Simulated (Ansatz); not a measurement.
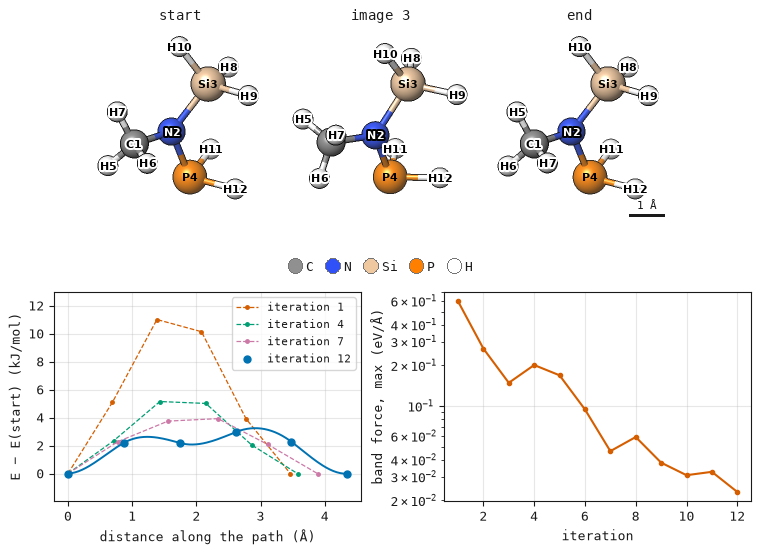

A nudged-elastic-band calculation for CH8NPSi. Images are numbered from 0 (start) to 5 (end). The plot follows the band through its iterations. A ball-and-stick model, seen at a tilt.

Computed with RKS revPBE-D4/6-31G* (Ansatz). Settings: 4 movable images; no climbing image; force threshold 0.03 eV/Å; iteration limit 60; starting path by image-dependent pair potential.

### Judge this run.

The run is converged, with reservations. The band converged in 12 iterations. The largest component of the band force went from 0.6 to 0.023 eV/Å. No image climbed, so the highest image needn't lie on the saddle point, and the true maximum along this path can be higher. The first iteration put the highest image at 11.01 kJ/mol. The two ends have the same energy, and the highest point, image 3, lies 2.96 kJ/mol above the start.
